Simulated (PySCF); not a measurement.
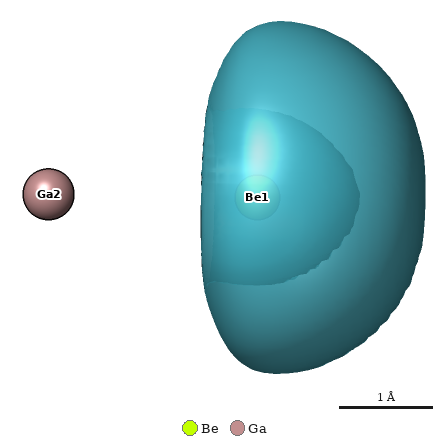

BeGa (charge −1, triplet). Isosurface of the ELF at 0.85 (cyan), seen from one side. Core shells and regions of very low density are left out.

⟨S²⟩ = 2.09, above the pure value of 2.00.

Theory: PBE0/def2-SVPD, non-relativistic Hamiltonian with scalar-relativistic core potentials where named, at a bond length of 2.275 Å in PySCF 2.14.0.

| atom | x (Å) | y (Å) | z (Å) |
| --- | --- | --- | --- |
| Be | 0.0000 | 0.0000 | -2.0119 |
| Ga | 0.0000 | 0.0000 | 0.2631 |

> What do the ELF domains correspond to?

At this value the surface marks out one region wrapped around Be (its valence shell).

Values along the shortest contacts:
Be–Ga (2.27 Å): the ELF is about 0.45 at the midpoint.
